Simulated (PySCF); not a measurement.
Consider C4H10O2SSi.

The calculation's input:

```
{"job": {"kind": "nmr", "xc": "PBE0", "basis": "pcSseg-1"}, "charge": 0, "multiplicity": 1}
C      2.768421    -0.604600    -0.165812
C      1.458071    -1.363238    -0.331676
Si    -0.045897    -0.303378     0.093959
O     -1.310535    -1.355725    -0.244964
C     -2.585961    -1.132198    -0.069319
O     -3.066105    -0.132253     0.374001
S     -0.048521     1.416731    -1.177739
C     -1.314963     2.484778    -0.404602
H      2.783439     0.268342    -0.812578
H      2.890368    -0.267938     0.860345
H      3.615498    -1.237377    -0.421521
H      1.378931    -1.717079    -1.361191
H      1.469410    -2.250124     0.302470
H     -0.167728     0.113251     1.485572
H     -3.185174    -2.002667    -0.389201
H     -1.526876     3.271490    -1.120066
H     -0.912210     2.909734     0.508805
H     -2.208927     1.908569    -0.197180
```

Command:

```sh
OMP_NUM_THREADS=1 python probes_run.py task.json out
```

Geometry: GFN2-xTB.

Computed with PBE0/pcSseg-1, SCF density, gas phase, non-relativistic (PySCF 2.14.0).

What will maps of the electron density and electron localisation function show?

C–O (1.19 Å): ρ is about 3.4 e/Å³ halfway; the ELF peaks at about 0.85 between the atoms (a short, multiple covalent bond).
C–C (1.52 Å): ρ is about 1.6 e/Å³ halfway; the ELF peaks at about 0.95 between the atoms, as expected for a covalent bond.
Si–O (1.68 Å): ρ at the midpoint is about 1 e/Å³; the ELF peaks at about 0.90 between the atoms (a polar covalent bond).
C–Si (1.89 Å): ρ at the midpoint is about 0.96 e/Å³; the ELF peaks at about 0.95 between the atoms; a covalent bond.

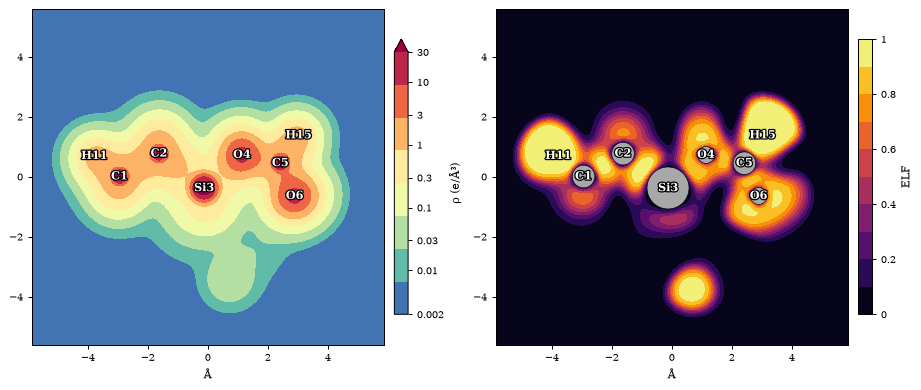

Computed electron density and electron localisation function on the plane of atoms Si3, O4 and C5, in this order. Grey discs cover the atomic cores in the ELF map. 
